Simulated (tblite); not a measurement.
## HfB3N3H5Cl3O: geometry relaxation (part 1 of 2)

HfB3N3H5Cl3O, computed with GFN2-xTB geometry optimisation, gas phase (tblite 0.8.0).

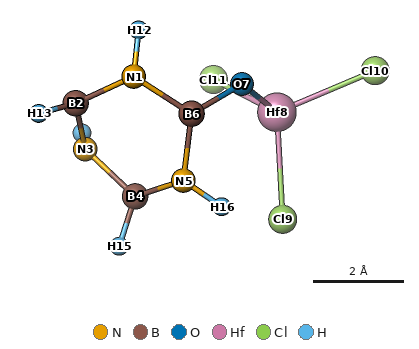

The structure as given in the input (ball-and-stick view, seen at a tilt; atoms are numbered from 1 in the order of the input). Sticks mark near contacts. Bond lengths as drawn: B–H 1.13 to 1.17 Å, B–N 1.53 to 1.56 Å, B–O 1.50 Å, Cl–Hf 2.38 to 2.39 Å, Hf–O 2.06 Å and H–N 1.03 to 1.05 Å.

Results in brief:

- outcome: converged
- total energy: −944.0478 eV
- hardware: 1 CPU thread, shared host
- wall time: 3.4 s
- peak memory: 0.17 GiB

Input file:
```
{"job": {"kind": "relax", "xc": "GFN2-xTB", "basis": "xTB"}, "charge": 0, "multiplicity": 1}
N      0.188866     1.220468    -2.513976
B     -0.546183     0.427209    -3.636592
N     -1.398318    -0.777166    -3.172173
B     -2.269710    -0.542646    -1.914099
N     -1.852981     0.645623    -0.994599
B     -0.389928     1.068612    -1.090423
O      0.520632     0.471321    -0.051605
Hf     0.215126    -1.302865     0.945639
Cl    -2.103420    -1.504117     1.485939
Cl     1.515631    -1.329791     2.954056
Cl     0.872912    -3.122027    -0.447790
H      1.236771     1.203454    -2.577690
H     -0.979973     1.070397    -4.455719
H     -0.958524    -1.711849    -3.239878
H     -3.416094    -0.688017    -2.067858
H     -2.279303     0.640738    -0.052528
```

The first line tells a small driver script what to run in tblite; the rest is the geometry in Å.

Launched with:
```bash
OMP_NUM_THREADS=1 python <driver script> task.json out
```

Log:
```
step      E/eV     max force
  0    -939.09059    4.019
  1    -939.97707    2.864
  2    -941.15373    2.162
  3    -941.41040    1.484
  4    -941.72754    1.385
  5    -941.83885    0.908
  6    -942.16890    1.625
  7    -942.32826    1.658
  8    -942.50308    1.300
  9    -942.77945    1.404
 10    -943.01192    1.609
 11    -943.21112    1.510
 12    -943.39164    1.681
 13    -943.46811    1.178
 14    -943.55838    0.633
 15    -943.61020    0.584
 16    -943.66849    0.505
 17    -943.71639    0.506
 18    -943.76148    0.422
 19    -943.78727    0.782
 20    -943.80719    0.410
 21    -943.82935    0.320
 22    -943.85647    0.424
 23    -943.86891    0.390
 24    -943.89445    0.294
 25    -943.90686    0.270
 26    -943.91682    0.262
 27    -943.92407    0.190
 28    -943.93128    0.184
 29    -943.93730    0.228
 30    -943.94335    0.229
 31    -943.95019    0.212
 32    -943.95786    0.228
 33    -943.96420    0.196
 34    -943.96844    0.163
 35    -943.97204    0.157
 36    -943.97679    0.161
 37    -943.98370    0.219
 38    -943.99064    0.172
 39    -943.99567    0.183
 40    -943.99927    0.188
 41    -944.00237    0.133
 42    -944.00526    0.123
 43    -944.00772    0.110
 44    -944.01025    0.112
 45    -944.01366    0.124
 46    -944.01790    0.159
 47    -944.02161    0.179
 48    -944.02418    0.154
 49    -944.02626    0.109
 50    -944.02847    0.118
 51    -944.03060    0.098
 52    -944.03198    0.061
 53    -944.03275    0.065
 54    -944.03349    0.062
 55    -944.03442    0.079
 56    -944.03536    0.093
 57    -944.03607    0.075
 58    -944.03664    0.049
 59    -944.03728    0.058
 60    -944.03809    0.085
 61    -944.03889    0.079
 62    -944.03948    0.057
 63    -944.03991    0.039
 64    -944.04029    0.039
 65    -944.04060    0.039
 66    -944.04084    0.037
 67    -944.04105    0.039
 68    -944.04127    0.029
 69    -944.04148    0.033
 70    -944.04165    0.028
 71    -944.04176    0.028
 72    -944.04188    0.028
 73    -944.04205    0.031
 74    -944.04228    0.037
 75    -944.04251    0.034
 76    -944.04271    0.033
 77    -944.04286    0.031
 78    -944.04301    0.030
 79    -944.04314    0.029
 80    -944.04327    0.028
 81    -944.04340    0.028
 82    -944.04357    0.031
 83    -944.04378    0.042
 84    -944.04402    0.051
 85    -944.04428    0.044
 86    -944.04451    0.030
 87    -944.04474    0.034
 88    -944.04500    0.042
 89    -944.04528    0.040
 90    -944.04553    0.035
 91    -944.04575    0.035
 92    -944.04593    0.035
 93    -944.04609    0.042
 94    -944.04620    0.034
 95    -944.04627    0.021
 96    -944.04633    0.018
 97    -944.04642    0.027
 98    -944.04654    0.033
 99    -944.04666    0.032
100    -944.04675    0.021
101    -944.04681    0.018
102    -944.04685    0.018
103    -944.04689    0.015
104    -944.04693    0.013
105    -944.04695    0.013
106    -944.04698    0.017
107    -944.04701    0.016
108    -944.04703    0.015
109    -944.04705    0.015
110    -944.04706    0.013
111    -944.04708    0.011
112    -944.04710    0.015
113    -944.04713    0.016
114    -944.04716    0.022
115    -944.04720    0.023
116    -944.04724    0.018
117    -944.04729    0.017
118    -944.04734    0.024
119    -944.04741    0.028
120    -944.04749    0.026
121    -944.04756    0.018
122    -944.04760    0.013
123    -944.04763    0.018
124    -944.04767    0.023
125    -944.04772    0.021
126    -944.04777    0.019
127    -944.04780    0.012
128    -944.04782    0.013
129    -944.04783    0.013
130    -944.04784    0.008
131    -944.04785    0.005
```

Trajectory as extended XYZ (Å, eV, eV/Å), 28 frames, from step=0 to step=131:
```
16
Properties=species:S:1:pos:R:3:forces:R:3 step=0 energy=-939.09059
N     0.1889    1.2205   -2.5140   -0.6270  -1.5590   1.1670
B    -0.5462    0.4272   -3.6366   -0.9000  -0.3920   3.8970
N    -1.3983   -0.7772   -3.1722    0.7070   0.9700   1.5100
B    -2.2697   -0.5426   -1.9141    1.9260   3.0340  -1.1400
N    -1.8530    0.6456   -0.9946    1.2370  -1.9000  -0.7910
B    -0.3899    1.0686   -1.0904    1.2590  -3.2150  -0.8740
O     0.5206    0.4713   -0.0516   -1.7650   0.3630  -0.8400
Hf    0.2151   -1.3029    0.9456   -0.2060   1.4090  -0.9110
Cl   -2.1034   -1.5041    1.4859    0.5860  -0.0680   0.0210
Cl    1.5156   -1.3298    2.9541   -0.3830  -0.0190  -0.5940
Cl    0.8729   -3.1220   -0.4478   -0.1670   0.4670   0.2870
H     1.2368    1.2035   -2.5777   -1.5590   0.3280   0.1380
H    -0.9800    1.0704   -4.4557    0.3140   0.1340  -1.3610
H    -0.9585   -1.7118   -3.2399   -0.7700   0.9330  -0.1940
H    -3.4161   -0.6880   -2.0679    0.1710  -0.7090   0.5960
H    -2.2793    0.6407   -0.0525    0.1760   0.2240  -0.9110
16
Properties=species:S:1:pos:R:3:forces:R:3 step=5 energy=-941.83885
N     0.1397    1.0674   -2.4071    0.0060  -0.0620   0.1700
B    -0.6518    0.5012   -3.4644    0.4110  -0.5920   0.2780
N    -1.3287   -0.6971   -3.0404   -0.3630   0.2280  -0.4030
B    -2.2491   -0.3590   -2.0135    0.5680  -0.2750   0.4040
N    -1.7279    0.4987   -1.0084   -0.2410  -0.3720  -0.3220
B    -0.3183    0.7460   -1.1034    0.5870   0.1650   0.4830
O     0.4499    0.4585   -0.0180    0.4720   0.5150   0.0170
Hf    0.1750   -1.1352    0.8287   -0.1570  -0.4860   0.1820
Cl   -2.0014   -1.5125    1.4896    0.3390  -0.0260   0.0530
Cl    1.4376   -1.3272    2.8334   -0.4530   0.0540  -0.6850
Cl    0.8393   -3.0242   -0.3942   -0.1900   0.5470   0.2290
H     1.1033    1.2759   -2.5783    0.1480   0.5140  -0.0570
H    -0.8564    0.9919   -4.4889    0.4700   0.0250  -0.4880
H    -1.0865   -1.6298   -3.2991   -0.5990  -0.0830  -0.6770
H    -3.3174   -0.7612   -1.9825   -0.6090  -0.4340   0.2130
H    -2.2518    0.6759   -0.1830   -0.3900   0.2800   0.6020
16
Properties=species:S:1:pos:R:3:forces:R:3 step=10 energy=-943.01192
N     0.2045    0.9601   -2.3292   -0.1580   0.1070  -0.6110
B    -0.5090    0.3837   -3.4095   -0.3790   0.0930  -1.3960
N    -1.4590   -0.6687   -3.1060    0.2990  -0.2000   0.6400
B    -2.2242   -0.5134   -1.8989    0.2700   0.1170  -0.1540
N    -1.6252    0.3133   -0.8399   -0.9180  -0.6060  -0.1230
B    -0.2081    0.7063   -0.9936    0.2800   0.3020   0.2810
O     0.6200    0.6115    0.0731   -0.2910   0.4860  -0.3510
Hf    0.0598   -1.0120    0.7126   -0.6720   0.4620  -0.4220
Cl   -1.9060   -1.5674    1.5824   -0.4180  -0.1900   0.3490
Cl    1.2411   -1.3191    2.5479    0.4090  -0.0810   0.6700
Cl    0.7698   -2.8222   -0.3423    0.1140  -0.3720  -0.4770
H     0.9988    1.5413   -2.5551   -0.0240  -0.0650   0.2350
H    -0.4688    0.8621   -4.5724    0.3460  -0.8050   1.3490
H    -1.5105   -1.5201   -3.6839   -0.4530   1.1220   0.2120
H    -3.3386   -0.9559   -1.8331    0.7170   0.1770   0.2020
H    -2.2891    0.7697   -0.1813    0.8790  -0.5470  -0.4040
16
Properties=species:S:1:pos:R:3:forces:R:3 step=15 energy=-943.61020
N     0.1959    0.9454   -2.3589    0.0980   0.5720   0.0620
B    -0.4769    0.3193   -3.4285    0.0530   0.0990  -0.0400
N    -1.4528   -0.6659   -3.0791   -0.0530  -0.1360  -0.2660
B    -2.1809   -0.5649   -1.8715   -0.0100  -0.2420  -0.1410
N    -1.5763    0.1764   -0.7943    0.1440   0.3620   0.0790
B    -0.1840    0.7371   -1.0090    0.0340   0.0750  -0.0410
O     0.6183    0.7548    0.0544   -0.3070  -0.1020   0.1010
Hf   -0.0484   -0.9274    0.6471    0.0390  -0.1950   0.3130
Cl   -1.9518   -1.6179    1.6777   -0.0780  -0.0350   0.1390
Cl    1.2131   -1.3198    2.5190   -0.0420   0.0960  -0.0750
Cl    0.7542   -2.7930   -0.4020   -0.1320   0.2260  -0.1710
H     0.9373    1.6169   -2.5187   -0.0280  -0.2840  -0.1310
H    -0.2801    0.7179   -4.5075    0.0660  -0.3760  -0.1760
H    -1.7444   -1.3232   -3.8017   -0.0970   0.4440   0.2890
H    -3.2577   -1.0130   -1.7532    0.0510  -0.0690   0.0160
H    -2.2100    0.7268   -0.2032    0.2630  -0.4330   0.0410
16
Properties=species:S:1:pos:R:3:forces:R:3 step=20 energy=-943.80719
N     0.1626    1.0488   -2.3744    0.0470  -0.2540   0.0210
B    -0.4358    0.3045   -3.4317   -0.0080   0.0370   0.1370
N    -1.4598   -0.6373   -3.0983   -0.1930   0.3610  -0.0310
B    -2.1305   -0.6353   -1.8582   -0.0900   0.2250  -0.0140
N    -1.5049    0.1204   -0.8055   -0.2090  -0.2150  -0.0500
B    -0.1731    0.7853   -1.0189    0.0380  -0.0270  -0.0190
O     0.5512    0.8043    0.0983    0.0890  -0.0720  -0.0280
Hf   -0.1212   -0.9120    0.6871    0.0310   0.0470   0.0400
Cl   -2.0032   -1.6569    1.7826    0.0780   0.1050  -0.0550
Cl    1.1951   -1.2921    2.4940    0.0860  -0.0010   0.0860
Cl    0.6961   -2.6911   -0.5037   -0.1210   0.2340  -0.0680
H     0.9586    1.6333   -2.5614    0.1110   0.0320  -0.1140
H    -0.1251    0.5032   -4.5381    0.0490  -0.0670  -0.0330
H    -1.9359   -1.1073   -3.8510    0.2170  -0.1650  -0.1350
H    -3.1981   -1.0885   -1.6985    0.0300  -0.1480  -0.0450
H    -2.1204    0.5901   -0.1516   -0.1550  -0.0930   0.3080
16
Properties=species:S:1:pos:R:3:forces:R:3 step=25 energy=-943.90686
N     0.1904    1.0334   -2.3701   -0.0520  -0.0650  -0.0460
B    -0.4331    0.3271   -3.4329   -0.0520  -0.1090  -0.1400
N    -1.5211   -0.5380   -3.1265   -0.0580  -0.0750   0.0180
B    -2.1712   -0.5913   -1.8777   -0.0030  -0.0460   0.0180
N    -1.5305    0.1094   -0.7978    0.0820   0.1510  -0.0890
B    -0.1781    0.7716   -1.0200   -0.2040  -0.0580   0.0520
O     0.5484    0.7813    0.0985    0.0370   0.0410   0.0130
Hf   -0.1266   -0.8928    0.7320    0.1890   0.1900   0.0340
Cl   -1.9955   -1.6297    1.7968   -0.0690   0.0270   0.0740
Cl    1.2291   -1.2830    2.5248   -0.0090  -0.0190  -0.0520
Cl    0.6363   -2.5821   -0.5709   -0.0180   0.0280  -0.1040
H     0.9899    1.6070   -2.5988   -0.0110  -0.1160   0.2180
H    -0.0832    0.4233   -4.5460    0.1080   0.1130   0.0960
H    -1.8962   -1.0931   -3.8823    0.0000   0.0720   0.0370
H    -3.1803   -1.1576   -1.7088   -0.0620  -0.0120  -0.0280
H    -2.1226    0.4840   -0.0497    0.1230  -0.1230  -0.0990
16
Properties=species:S:1:pos:R:3:forces:R:3 step=30 energy=-943.94335
N     0.1806    1.0039   -2.3684    0.0620   0.0430   0.0400
B    -0.4325    0.3086   -3.4426    0.0450   0.0430   0.0300
N    -1.5551   -0.5114   -3.1420    0.0720  -0.0980  -0.1050
B    -2.1842   -0.5961   -1.8840   -0.0050  -0.0120  -0.1220
N    -1.5313    0.1115   -0.8203   -0.0860  -0.0970   0.1200
B    -0.2058    0.7678   -1.0232    0.0230   0.0030   0.0000
O     0.5416    0.8112    0.0914   -0.1280   0.0660   0.0370
Hf   -0.0989   -0.8473    0.7579   -0.1390  -0.0740  -0.0650
Cl   -2.0002   -1.6017    1.8260    0.1640   0.1440  -0.0670
Cl    1.2452   -1.2861    2.5240    0.1180  -0.0490   0.0620
Cl    0.5982   -2.5086   -0.6336   -0.0100   0.0790   0.0080
H     0.9988    1.5644   -2.5502    0.0620  -0.0920   0.0250
H    -0.0110    0.3995   -4.5294   -0.0390   0.0230   0.0170
H    -1.9225   -1.0529   -3.9078   -0.1150  -0.0300  -0.0060
H    -3.1777   -1.1934   -1.7105    0.0130   0.0620   0.0000
H    -2.0895    0.4001   -0.0167   -0.0370  -0.0100   0.0260
16
Properties=species:S:1:pos:R:3:forces:R:3 step=35 energy=-943.97204
N     0.1810    0.9822   -2.3525    0.0080  -0.1080   0.0320
B    -0.4247    0.3016   -3.4437    0.0110  -0.0250   0.0440
N    -1.5563   -0.5192   -3.1694   -0.0220   0.0550   0.0520
B    -2.1918   -0.5987   -1.9121   -0.0160  -0.0090   0.0790
N    -1.5516    0.0926   -0.8298    0.0200  -0.0510  -0.0790
B    -0.2416    0.7625   -1.0183    0.0280   0.0120   0.0280
O     0.4881    0.8465    0.1099   -0.0490   0.0740   0.0960
Hf   -0.0808   -0.8255    0.7697    0.1510   0.0170   0.0380
Cl   -1.9592   -1.5278    1.8316   -0.0780   0.0120   0.1140
Cl    1.2933   -1.3054    2.5293   -0.0060  -0.0030  -0.1260
Cl    0.5713   -2.4349   -0.6823    0.0540  -0.0360  -0.0220
H     1.0387    1.4904   -2.4964    0.0320   0.0030  -0.0670
H     0.0202    0.4103   -4.5163   -0.0340  -0.0130  -0.0670
H    -1.9638   -1.0463   -3.9273    0.0750   0.0590  -0.0310
H    -3.1839   -1.1916   -1.7268   -0.0370   0.0120  -0.0790
H    -2.0836    0.3325    0.0052   -0.1380   0.0000  -0.0130
16
Properties=species:S:1:pos:R:3:forces:R:3 step=40 energy=-943.99927
N     0.2092    0.9190   -2.3220    0.0230   0.0060   0.0080
B    -0.4118    0.2837   -3.4335    0.0380   0.0030  -0.0210
N    -1.5566   -0.5194   -3.1769   -0.0170   0.0270  -0.0600
B    -2.2046   -0.6043   -1.9268   -0.0090  -0.0510  -0.0410
N    -1.5686    0.0601   -0.8284   -0.0110   0.0610   0.0040
B    -0.2665    0.7545   -0.9957   -0.0520   0.0170   0.0140
O     0.4124    0.9200    0.1608    0.0170  -0.0580  -0.0220
Hf   -0.0317   -0.8049    0.7778   -0.1800  -0.0340  -0.0430
Cl   -1.9352   -1.4429    1.8775    0.0770   0.0310   0.0750
Cl    1.3536   -1.3338    2.4900    0.0890  -0.0180  -0.0040
Cl    0.5848   -2.3981   -0.7237    0.0510   0.0240   0.0460
H     1.0755    1.4165   -2.4709   -0.0690  -0.0180   0.0410
H     0.0117    0.4305   -4.5165   -0.0150  -0.0550   0.0880
H    -1.9631   -1.0231   -3.9525    0.0410   0.0680   0.0280
H    -3.2149   -1.1733   -1.7788   -0.0500  -0.0140  -0.0200
H    -2.1388    0.2849   -0.0097    0.0660   0.0120  -0.0940
16
Properties=species:S:1:pos:R:3:forces:R:3 step=45 energy=-944.01366
N     0.2191    0.8929   -2.3040   -0.0630   0.0470   0.0020
B    -0.3957    0.2689   -3.4229   -0.0160   0.0010   0.0680
N    -1.5695   -0.4964   -3.1918    0.0030  -0.0010   0.0300
B    -2.2115   -0.6201   -1.9446   -0.0620   0.0610   0.0070
N    -1.5724    0.0365   -0.8394   -0.0920  -0.0540  -0.0500
B    -0.2848    0.7544   -0.9848    0.0450  -0.0130  -0.0690
O     0.3696    0.9420    0.1825   -0.0120  -0.0800  -0.0310
Hf   -0.0594   -0.7966    0.7796    0.1130  -0.0280   0.0450
Cl   -1.9113   -1.3977    1.9570   -0.0360   0.0140   0.0830
Cl    1.4005   -1.3457    2.4414   -0.0110   0.0260  -0.0870
Cl    0.6019   -2.3511   -0.7428    0.0410  -0.0150   0.0330
H     1.0822    1.3908   -2.4493    0.0620   0.0260   0.0480
H     0.0442    0.3837   -4.4955    0.0750   0.0200  -0.0580
H    -1.9839   -0.9560   -3.9850   -0.0270  -0.0690  -0.0850
H    -3.2282   -1.1870   -1.8034    0.0410   0.0170  -0.0270
H    -2.1454    0.2509   -0.0264   -0.0610   0.0470   0.0900
16
Properties=species:S:1:pos:R:3:forces:R:3 step=50 energy=-944.02847
N     0.2190    0.8767   -2.2841   -0.0200   0.0110  -0.0180
B    -0.3872    0.2618   -3.4117    0.0100   0.0400  -0.1110
N    -1.5772   -0.4880   -3.2110    0.0080  -0.0150  -0.0320
B    -2.2462   -0.6066   -1.9754    0.0400   0.0120  -0.0120
N    -1.6159    0.0289   -0.8546    0.0500   0.0170   0.0720
B    -0.3180    0.7341   -0.9827   -0.0610  -0.0320   0.0630
O     0.3271    0.9254    0.1908    0.0260   0.0190   0.0030
Hf   -0.0515   -0.8069    0.7933   -0.0590  -0.0130  -0.0250
Cl   -1.8776   -1.3227    2.0548   -0.0040   0.0240   0.0330
Cl    1.4715   -1.3582    2.3751    0.0500   0.0130   0.0560
Cl    0.6471   -2.3228   -0.7416    0.0140  -0.0650  -0.0510
H     1.1058    1.3467   -2.3931   -0.0650  -0.0060  -0.0030
H     0.0700    0.3837   -4.4791    0.0650  -0.0130  -0.0120
H    -1.9712   -0.9458   -4.0206    0.0040   0.0190   0.0780
H    -3.2581   -1.1801   -1.8564   -0.0420   0.0140  -0.0110
H    -2.1822    0.2431   -0.0329   -0.0140  -0.0270  -0.0310
16
Properties=species:S:1:pos:R:3:forces:R:3 step=55 energy=-944.03442
N     0.2058    0.8786   -2.2823   -0.0180   0.0010   0.0220
B    -0.3823    0.2667   -3.4225    0.0120  -0.0210   0.0750
N    -1.5748   -0.4803   -3.2180    0.0060   0.0440   0.0210
B    -2.2475   -0.6019   -1.9845   -0.0050  -0.0160   0.0080
N    -1.6217    0.0158   -0.8483   -0.0140  -0.0260  -0.0440
B    -0.3301    0.7287   -0.9777    0.0410   0.0060  -0.0270
O     0.3192    0.9182    0.1936    0.0090  -0.0270  -0.0020
Hf   -0.0622   -0.8216    0.7925    0.0450  -0.0330  -0.0050
Cl   -1.8718   -1.2958    2.1059    0.0280   0.0370  -0.0060
Cl    1.4991   -1.3520    2.3590   -0.0290   0.0270  -0.0010
Cl    0.6669   -2.3331   -0.7509   -0.0280   0.0000  -0.0010
H     1.0948    1.3446   -2.3799   -0.0160   0.0310  -0.0070
H     0.1049    0.3682   -4.4796   -0.0030   0.0080   0.0150
H    -1.9780   -0.9323   -4.0228   -0.0190  -0.0410  -0.0400
H    -3.2665   -1.1701   -1.8758    0.0070   0.0360  -0.0190
H    -2.2002    0.2355   -0.0378   -0.0180  -0.0270   0.0100
```
